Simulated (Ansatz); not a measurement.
Run report: WH3Cl4OF, geometry relaxation (part 2 of 2)

Continued. System: WH3Cl4OF. Method: RHF/def2-SVP (Ansatz 0.2.0). The run did not end well. The input holds or restrains some coordinates. It belongs to a series of runs on one base structure; here: pulled along the bonds that form and break, towards end B.

Geometry of the input (Å):
```
W  0.0000  0.0000  0.0000
H  0.0000  0.0000  2.0700
Cl 2.3900  0.0000  0.0000
Cl 0.0000  2.3900  0.0000
Cl -2.3900  0.0000  0.0000
Cl 0.0000  -2.3900  0.0000
O  0.0000  0.0000  -1.9400
H  0.5278  0.7924  -2.2771
F  1.4129  1.4719  0.6779
H  0.7451  0.7762  1.8790
```

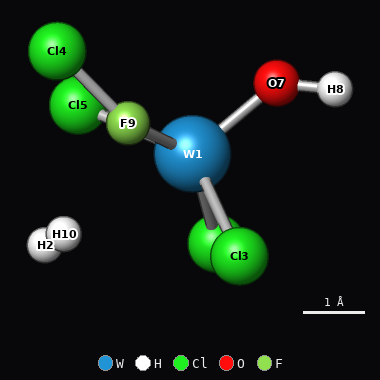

**Figure 1.** The geometry at step 13 of the log (ball-and-stick view, seen at a tilt; atoms are numbered from 1 in the order of the input).

Trajectory as extended XYZ (Å, eV, eV/Å), 25 frames, from step=1 to step=25:
```
10
Properties=species:S:1:pos:R:3:forces:R:3 step=1 energy=-56583.54104
W     0.0000    0.0000    0.0000   -2.8049  -4.6460  -3.0952
H     0.0000    0.0000    2.0700    2.9755   2.7875  -0.0714
Cl    2.3900    0.0000    0.0000    4.3502  -4.2498  -1.0309
Cl    0.0000    2.3900    0.0000   -2.3544   4.7479  -0.4721
Cl   -2.3900    0.0000    0.0000    0.8816   0.5492   0.3868
Cl    0.0000   -2.3900    0.0000    0.2948   0.5345   0.3571
O     0.0000    0.0000   -1.9400    1.7047   2.4973   0.4200
H     0.5278    0.7924   -2.2771   -1.8022  -2.4080   0.5835
F     1.4129    1.4719    0.6779    0.9920   4.5112   0.8533
H     0.7451    0.7762    1.8790   -4.2371  -4.3238   2.0689
10
Properties=species:S:1:pos:R:3:forces:R:3 step=2 energy=-56585.57436
W     0.0292    0.0156   -0.1394   -2.0624  -5.2689   0.5538
H     0.0673    0.0667    2.2358    1.7738   1.8041  -0.7313
Cl    2.4294   -0.0365   -0.0105    3.5724  -3.8086  -0.7719
Cl   -0.0250    2.4376   -0.0080   -1.5264   4.0215  -0.1600
Cl   -2.3784    0.0061    0.0028    0.9025   0.5645   0.2144
Cl    0.0035   -2.3832    0.0025    0.2747   0.7381   0.2121
O     0.0084    0.0115   -1.9613    0.9253   1.7661  -1.7727
H     0.5190    0.7824   -2.2785   -1.0842  -1.2411  -0.3185
F     1.4051    1.4855    0.5905   -0.3627   3.9743   0.9753
H     0.6273    0.6548    1.9759   -2.4130  -2.5500   1.7988
10
Properties=species:S:1:pos:R:3:forces:R:3 step=3 energy=-56586.70112
W     0.0807   -0.0121   -0.2516   -0.8646  -5.3165   2.0991
H     0.1036    0.1151    2.4028   -1.5630  -1.5706   0.8249
Cl    2.4903   -0.1075   -0.0187    2.2210  -3.3404  -0.6891
Cl   -0.0631    2.5236   -0.0143   -0.3753   2.4907   0.1659
Cl   -2.3488    0.0220    0.0054    1.0906   0.5038   0.1343
Cl    0.0118   -2.3684    0.0066    0.1067   0.6236   0.2097
O     0.0107    0.0350   -2.0257   -0.1589   0.5479  -2.4206
H     0.5101    0.7831   -2.3139   -0.0954   0.3086  -1.1433
F     1.3327    1.4775    0.4818   -1.6784   4.4928   1.1863
H     0.5579    0.5723    2.1374    1.3175   1.2600  -0.3673
10
Properties=species:S:1:pos:R:3:forces:R:3 step=4 energy=-56588.07781
W     0.1875   -0.1417   -0.3480   -1.0894  -4.5381  -1.1995
H     0.0502    0.2090    2.5697   -3.2092  -2.2691   1.6739
Cl    2.5514   -0.2541   -0.0023    1.1219  -1.9915  -0.3885
Cl   -0.1211    2.5869   -0.0458    0.9653   0.7889   0.6135
Cl   -2.1954    0.1026    0.0239    0.5779  -0.0626   0.3281
Cl    0.0748   -2.4357    0.0380   -0.1138   0.1311   0.2161
O    -0.0329    0.1202   -2.1444   -0.0021  -0.1450   0.1680
H     0.4428    0.8805   -2.4166    0.2370   0.7062  -1.0465
F     1.1800    1.4152    0.4298   -1.6004   5.2907   0.9419
H     0.5485    0.5577    2.3054    3.1128   2.0895  -1.3070
10
Properties=species:S:1:pos:R:3:forces:R:3 step=5 energy=-56589.30328
W     0.2439   -0.1937   -0.3608   -0.7374  -4.3288  -1.3757
H     0.0172    0.1914    2.5631   -1.8549  -1.1952   0.9525
Cl    2.6033   -0.3904   -0.0261    0.2025  -0.4719   0.0303
Cl   -0.1275    2.7753   -0.0309    1.4278  -0.3957   0.8627
Cl   -2.1146    0.0796    0.0827    0.2334   0.0828   0.4073
Cl    0.0661   -2.4540    0.0828   -0.1339  -0.2849   0.2541
O    -0.0033    0.1235   -2.1333    0.4790   0.8447  -0.3691
H     0.4447    0.8987   -2.4675   -0.2130  -0.3163  -0.5430
F     1.0017    1.4842    0.4217   -1.2143   5.0647   0.3215
H     0.5544    0.5259    2.2781    1.8107   1.0005  -0.5405
10
Properties=species:S:1:pos:R:3:forces:R:3 step=6 energy=-56590.04847
W     0.2880   -0.2722   -0.3759   -1.3755  -2.4839  -2.1948
H     0.0014    0.1685    2.5189   -1.1930  -0.7792   0.5242
Cl    2.6396   -0.4517   -0.0134    0.0329  -0.2630   0.0141
Cl   -0.1115    2.9440    0.0328    0.6420  -0.5983   0.5826
Cl   -2.0616    0.0831    0.1711    0.5445  -0.0759   0.2626
Cl    0.0464   -2.5237    0.1373   -0.0275   0.0253   0.1213
O     0.0238    0.1486   -2.1619    1.0863   0.7212   0.9292
H     0.4770    0.9048   -2.5536   -0.3525  -0.7836  -0.1176
F     0.8141    1.5217    0.3847   -0.5666   3.6766  -0.0043
H     0.5687    0.5173    2.2698    1.2095   0.5608  -0.1173
10
Properties=species:S:1:pos:R:3:forces:R:3 step=7 energy=-56590.31740
W     0.2567   -0.2865   -0.4159   -0.2083  -2.4460   0.3717
H     0.0527    0.1103    2.4553   -0.4974  -0.4674   0.3192
Cl    2.6137   -0.5179   -0.0240   -0.0195  -0.0676  -0.1178
Cl   -0.1657    3.0591    0.1452    0.0901  -0.4095   0.2711
Cl   -1.9556    0.0855    0.2601   -0.5991   0.0689   0.4054
Cl   -0.0017   -2.5202    0.1642   -0.0719  -0.2305  -0.0199
O     0.0936    0.1485   -2.1423    1.0978   1.2473  -1.6895
H     0.5857    0.8564   -2.5893   -0.5294  -0.9577   0.1341
F     0.6298    1.5374    0.3124    0.1568   3.0110   0.1567
H     0.5765    0.5679    2.2440    0.5810   0.2515   0.1689
10
Properties=species:S:1:pos:R:3:forces:R:3 step=8 energy=-56590.37110
W     0.2028   -0.2524   -0.4101   -0.4970  -3.3212  -1.3654
H     0.1342    0.1391    2.4751   -0.6200  -0.5080   0.4336
Cl    2.5635   -0.5291   -0.0524   -0.3086   0.0888  -0.0556
Cl   -0.3003    3.0684    0.2694   -0.0798  -0.0817   0.0952
Cl   -2.0237    0.1255    0.3635    0.2116  -0.0262  -0.0160
Cl   -0.0635   -2.5104    0.1686   -0.0976   0.2215  -0.0985
O     0.2306    0.1258   -2.2009    0.6103   0.7137   0.0938
H     0.7597    0.7918   -2.6593   -0.4176  -0.7659   0.2319
F     0.5216    1.5416    0.2719    0.4697   3.3771   0.6134
H     0.6611    0.5402    2.1839    0.7288   0.3019   0.0676
10
Properties=species:S:1:pos:R:3:forces:R:3 step=9 energy=-56590.42276
W     0.2048   -0.2445   -0.4221   -0.6365  -2.8158  -1.3926
H     0.1854    0.1750    2.4639   -0.7521  -0.6164   0.5495
Cl    2.5462   -0.5506   -0.0495   -0.1781   0.0429  -0.0002
Cl   -0.4388    3.0219    0.4059    0.1771  -0.1482   0.0019
Cl   -2.0047    0.1762    0.3740    0.1360  -0.1359  -0.0462
Cl   -0.1216   -2.4933    0.1421    0.0209   0.1151  -0.0583
O     0.2583    0.1150   -2.2132    0.4954   0.5116   0.1070
H     0.8422    0.7093   -2.6963   -0.3950  -0.6004   0.2124
F     0.5156    1.5592    0.2510    0.2721   3.2429   0.6518
H     0.6982    0.5722    2.1541    0.8602   0.4042  -0.0254
10
Properties=species:S:1:pos:R:3:forces:R:3 step=10 energy=-56590.44644
W     0.1652   -0.2162   -0.4292   -0.4925  -2.8849  -1.3225
H     0.2661    0.1529    2.4721   -0.7516  -0.7143   0.6193
Cl    2.4991   -0.5137   -0.0438   -0.0251   0.0087   0.0165
Cl   -0.4625    3.0285    0.4601    0.1410  -0.0937   0.0087
Cl   -2.0456    0.1567    0.3584    0.0581  -0.0027   0.0170
Cl   -0.1434   -2.4672    0.1124    0.0068  -0.0285  -0.0260
O     0.2506    0.1294   -2.2134    0.8730   0.7206  -0.4034
H     0.9379    0.5998   -2.7150   -0.8355  -0.7327   0.4843
F     0.4909    1.5777    0.2654    0.2091   3.2287   0.6927
H     0.7276    0.5925    2.1428    0.8168   0.4989  -0.0867
10
Properties=species:S:1:pos:R:3:forces:R:3 step=11 energy=-56590.49984
W     0.1706   -0.1853   -0.4442   -0.7926  -2.8865  -1.2332
H     0.2616    0.1330    2.4612   -0.9316  -0.9423   0.7257
Cl    2.4966   -0.4691   -0.0116   -0.0809   0.0312  -0.0100
Cl   -0.4622    3.0683    0.5010    0.0944  -0.2650  -0.0011
Cl   -2.0134    0.1665    0.4211   -0.0025  -0.0540  -0.0347
Cl   -0.1381   -2.4554    0.0265    0.0783  -0.0626  -0.0394
O     0.2427    0.1717   -2.2228    0.4517   0.1996  -0.1211
H     0.9666    0.4192   -2.7961   -0.3144  -0.2117   0.1043
F     0.4438    1.5979    0.3050    0.4851   3.4712   0.7694
H     0.7176    0.5936    2.1697    1.0126   0.7202  -0.1598
10
Properties=species:S:1:pos:R:3:forces:R:3 step=12 energy=-56590.56297
W     0.1422   -0.1351   -0.4450   -0.0017  -3.3323  -1.7142
H     0.2574    0.1395    2.4625   -0.9612  -1.0038   0.7317
Cl    2.4685   -0.4145    0.0022   -0.1161   0.0488   0.0726
Cl   -0.4572    3.0528    0.5769   -0.0659   0.2364   0.0836
Cl   -2.0151    0.1655    0.4647   -0.1524   0.0295   0.0609
Cl   -0.1189   -2.4359   -0.0902   -0.0641  -0.0262  -0.0140
O     0.2623    0.1870   -2.2271    0.0522   0.2153   0.1177
H     0.9808    0.2273   -2.8506   -0.1628  -0.1270   0.0521
F     0.4600    1.6391    0.3297    0.4350   3.1831   0.7624
H     0.7058    0.6149    2.1867    1.0370   0.7761  -0.1528
10
Properties=species:S:1:pos:R:3:forces:R:3 step=13 energy=-56590.56866 accepted=F
W     0.1533   -0.1106   -0.4517   -0.0849  -3.2350  -1.6302
H     0.2276    0.1656    2.4590   -0.9944  -0.9163   0.7289
Cl    2.4660   -0.3651    0.0597   -0.0937  -0.0147   0.0496
Cl   -0.4493    3.0595    0.6682    0.0178   0.1040   0.0306
Cl   -1.9998    0.1555    0.4822   -0.0880   0.0623   0.0512
Cl   -0.1051   -2.4298   -0.1747   -0.0076   0.0547  -0.0639
O     0.2644    0.2408   -2.2267    1.5172  -0.3349  -1.4348
H     0.9513    0.0473   -2.9195   -1.6235   0.3692   1.5755
F     0.4746    1.6643    0.3335    0.2859   3.2174   0.8135
H     0.7027    0.6131    2.1799    1.0712   0.6932  -0.1203
10
Properties=species:S:1:pos:R:3:forces:R:3 step=14 energy=-56590.59794
W     0.1589   -0.1216   -0.4436   -0.3176  -3.2817  -1.6190
H     0.2794    0.1241    2.4668   -0.8696  -0.9934   0.7400
Cl    2.4650   -0.4051    0.0749   -0.1000   0.0490   0.0230
Cl   -0.4700    3.0695    0.6018    0.0192   0.0743   0.0299
Cl   -2.0002    0.1685    0.4802   -0.0283   0.0196   0.0178
Cl   -0.1166   -2.4325   -0.1522    0.0001  -0.0099  -0.0345
O     0.2663    0.2158   -2.2227    0.1717   0.1377   0.0607
H     0.9486    0.1416   -2.8840   -0.2063  -0.0853   0.1009
F     0.4601    1.6617    0.3184    0.3977   3.2987   0.8287
H     0.6942    0.6186    2.1702    0.9331   0.7910  -0.1476
10
Properties=species:S:1:pos:R:3:forces:R:3 step=15 energy=-56590.62112
W     0.1618   -0.1288   -0.4446   -0.4062  -3.0240  -1.5041
H     0.2752    0.1368    2.4652   -0.8336  -0.9408   0.7103
Cl    2.4548   -0.3841    0.1159   -0.0287  -0.0399   0.0156
Cl   -0.4567    3.0777    0.6192    0.0722  -0.0626  -0.0183
Cl   -1.9930    0.1728    0.4920    0.0259  -0.0777   0.0084
Cl   -0.0983   -2.4518   -0.2224   -0.0227   0.0322  -0.0609
O     0.2797    0.2673   -2.2096    0.6166  -0.1769  -0.5527
H     0.9119    0.0562   -2.9085   -0.6426   0.1320   0.6181
F     0.4555    1.6562    0.3186    0.3326   3.4160   0.8699
H     0.6951    0.6381    2.1840    0.8864   0.7416  -0.0865
10
Properties=species:S:1:pos:R:3:forces:R:3 step=16 energy=-56590.64887
W     0.1744   -0.1260   -0.4402   -0.5192  -3.3193  -1.4625
H     0.2414    0.1957    2.4673   -0.8496  -0.8346   0.6956
Cl    2.4475   -0.4041    0.1862   -0.0997   0.0046  -0.0100
Cl   -0.4440    3.0856    0.6025    0.0581  -0.0892  -0.0168
Cl   -1.9568    0.1308    0.5615    0.0790  -0.0476  -0.0404
Cl   -0.0907   -2.4618   -0.3717   -0.0018   0.0637  -0.0478
O     0.2837    0.2786   -2.2030    0.5275  -0.1090  -0.5016
H     0.8678    0.0080   -2.9194   -0.5098   0.1498   0.5235
F     0.4624    1.6605    0.3225    0.3889   3.5267   0.8645
H     0.7001    0.6733    2.2041    0.9266   0.6548  -0.0046
10
Properties=species:S:1:pos:R:3:forces:R:3 step=17 energy=-56590.69465
W     0.1751   -0.1497   -0.4333   -0.5385  -3.4544  -1.5045
H     0.2381    0.2906    2.4655   -0.8105  -0.6402   0.6468
Cl    2.4213   -0.4137    0.2839   -0.1304  -0.1068  -0.0519
Cl   -0.4356    3.0637    0.5873    0.0527  -0.0602  -0.0285
Cl   -1.9391    0.0853    0.6001    0.1345  -0.1007  -0.0125
Cl   -0.1034   -2.4942   -0.5641    0.0455   0.2342  -0.0037
O     0.3056    0.3044   -2.1831    0.1699   0.0322  -0.1327
H     0.8113   -0.0325   -2.9173   -0.1371   0.0201   0.1103
F     0.4657    1.6421    0.3239    0.3622   3.5854   0.8420
H     0.7468    0.7446    2.2470    0.8516   0.4904   0.1347
10
Properties=species:S:1:pos:R:3:forces:R:3 step=18 energy=-56590.73944
W     0.1822   -0.1465   -0.4243   -0.4587  -4.1917  -1.4823
H     0.1937    0.4272    2.4617   -0.6684  -0.4154   0.5823
Cl    2.3786   -0.5794    0.3604   -0.2507   0.1988  -0.0160
Cl   -0.4253    3.0760    0.5459   -0.0297  -0.0030  -0.0332
Cl   -1.8886   -0.0597    0.7057    0.2063   0.0914  -0.0984
Cl   -0.0670   -2.4913   -0.7579   -0.0247   0.4373  -0.0519
O     0.3604    0.3872   -2.1528    0.3448  -0.3495  -0.7473
H     0.7249   -0.0698   -2.9241   -0.3787   0.4628   0.7429
F     0.4717    1.6571    0.3160    0.4943   3.4478   0.8402
H     0.7554    0.8397    2.2792    0.7655   0.3215   0.2638
10
Properties=species:S:1:pos:R:3:forces:R:3 step=19 energy=-56590.75420
W     0.2122   -0.1998   -0.4041   -0.8682  -3.7355  -1.4644
H     0.1577    0.5094    2.4480   -0.6985  -0.3411   0.6153
Cl    2.3922   -0.5509    0.4548   -0.2493  -0.0763  -0.0952
Cl   -0.4205    3.0364    0.4770    0.0887  -0.1755  -0.0591
Cl   -1.8225   -0.0766    0.7806    0.1617  -0.1456  -0.1663
Cl   -0.1130   -2.4948   -0.9475    0.1742   0.3508   0.0958
O     0.3709    0.3966   -2.1170    0.3722  -0.4349  -0.9984
H     0.6607   -0.0673   -2.9187   -0.3229   0.5287   0.9251
F     0.4860    1.6119    0.3231    0.5109   3.7339   0.7862
H     0.7622    0.8755    2.3136    0.8312   0.2956   0.3610
10
Properties=species:S:1:pos:R:3:forces:R:3 step=20 energy=-56590.76909
W     0.1773   -0.2146   -0.3912   -0.5922  -3.6869  -1.5822
H     0.2045    0.5574    2.4365   -0.9857  -0.4662   0.6656
Cl    2.3414   -0.5898    0.4785   -0.1471  -0.0970  -0.0405
Cl   -0.3979    3.0369    0.4430    0.0708  -0.1438  -0.0318
Cl   -1.8853   -0.1343    0.7364    0.2659  -0.0331  -0.0158
Cl   -0.0657   -2.4975   -0.9762    0.0138   0.2267   0.0379
O     0.3722    0.4141   -2.0907    0.1355  -0.1249  -0.4767
H     0.6388   -0.0332   -2.8956   -0.1169   0.2213   0.4235
F     0.4841    1.5910    0.3358    0.3492   3.7090   0.6981
H     0.8164    0.9104    2.3332    1.0067   0.3949   0.3220
10
Properties=species:S:1:pos:R:3:forces:R:3 step=21 energy=-56590.80586
W     0.1756   -0.2354   -0.3784   -0.5767  -3.7157  -1.6100
H     0.2160    0.6195    2.4298   -1.0885  -0.5283   0.7075
Cl    2.2908   -0.7049    0.5378   -0.0915  -0.0126   0.0107
Cl   -0.4294    3.0046    0.3967    0.0793  -0.0728  -0.0594
Cl   -1.8362   -0.2076    0.8153    0.1311   0.0076  -0.0040
Cl   -0.0753   -2.4815   -1.0645    0.0193   0.1035  -0.0301
O     0.3978    0.4550   -2.0571   -0.0512   0.0010  -0.1511
H     0.6329    0.0190   -2.8687   -0.0031   0.0230   0.0542
F     0.4968    1.5922    0.2886    0.4336   3.6691   0.7965
H     0.8167    0.9796    2.3103    1.1477   0.5252   0.2858
10
Properties=species:S:1:pos:R:3:forces:R:3 step=22 energy=-56590.87325 accepted=F
W     0.1691   -0.2739   -0.3542   -0.6548  -3.7218  -1.7725
H     0.2820    0.6103    2.4528   -0.1136   0.0590   0.5244
Cl    2.2180   -0.8191    0.6518   -0.1027   0.0022  -0.0406
Cl   -0.4077    2.9996    0.2215    0.1557  -0.2364  -0.0089
Cl   -1.7791   -0.3111    0.9213    0.1177  -0.0135  -0.0661
Cl   -0.0618   -2.4593   -1.2591    0.0502   0.2535   0.0860
O     0.3858    0.5034   -2.0116   -0.0586  -0.0648   0.0282
H     0.5903    0.0799   -2.8367   -0.0083  -0.0260   0.0268
F     0.5050    1.5716    0.2679    0.4347   3.7140   0.7611
H     0.7843    1.1389    2.3561    0.1796   0.0338   0.4616
10
Properties=species:S:1:pos:R:3:forces:R:3 step=23 energy=-56590.81978
W     0.1801   -0.2386   -0.3731   -0.6669  -3.7864  -1.7064
H     0.2276    0.6397    2.4288   -1.1035  -0.5669   0.7138
Cl    2.2458   -0.7581    0.6067   -0.0129   0.0088  -0.0022
Cl   -0.4288    2.9981    0.3358    0.0485  -0.0291  -0.0112
Cl   -1.7900   -0.2556    0.8739    0.0445   0.0215  -0.0125
Cl   -0.0684   -2.4487   -1.1547    0.0195  -0.0243  -0.0290
O     0.3715    0.4624   -2.0571    0.0188   0.0960  -0.0057
H     0.6279    0.0290   -2.8629   -0.0323   0.0048   0.0267
F     0.5043    1.5906    0.2884    0.5161   3.6586   0.7080
H     0.8158    1.0217    2.3239    1.1682   0.6170   0.3184
10
Properties=species:S:1:pos:R:3:forces:R:3 step=24 energy=-56590.85138
W     0.1817   -0.2624   -0.3680   -0.6341  -3.6910  -1.6937
H     0.2420    0.6387    2.4289   -0.7339  -0.4743   0.6351
Cl    2.2247   -0.8070    0.6384   -0.0111   0.0035   0.0090
Cl   -0.4001    2.9887    0.2876    0.0623  -0.0645  -0.0084
Cl   -1.7656   -0.2909    0.9034    0.0072  -0.0138  -0.0101
Cl   -0.0494   -2.4526   -1.2182    0.0008   0.0326  -0.0220
O     0.3668    0.4868   -2.0367    0.0000   0.0216  -0.0238
H     0.5872    0.0596   -2.8559   -0.0173  -0.0025   0.0174
F     0.5200    1.5720    0.2785    0.5175   3.6405   0.6995
H     0.7784    1.1076    2.3519    0.8087   0.5478   0.3969
10
Properties=species:S:1:pos:R:3:forces:R:3 step=25 energy=-56590.85522
W     0.1864   -0.2854   -0.3557   -0.6348  -3.6720  -1.7373
H     0.2467    0.6895    2.4207   -1.0137  -0.7360   0.6611
Cl    2.1914   -0.8689    0.7018   -0.0457   0.0115  -0.0210
Cl   -0.3871    2.9701    0.2304    0.0648  -0.0681   0.0082
Cl   -1.7304   -0.3513    0.9537   -0.0037  -0.0172  -0.0367
Cl   -0.0442   -2.4348   -1.3139    0.0234   0.0503   0.0192
O     0.3609    0.5082   -2.0123   -0.0416   0.0512   0.1726
H     0.5572    0.0938   -2.8405    0.0070  -0.0912  -0.1291
F     0.5342    1.5575    0.2666    0.5554   3.6309   0.6823
H     0.7708    1.1620    2.3591    1.0889   0.8405   0.3809
```
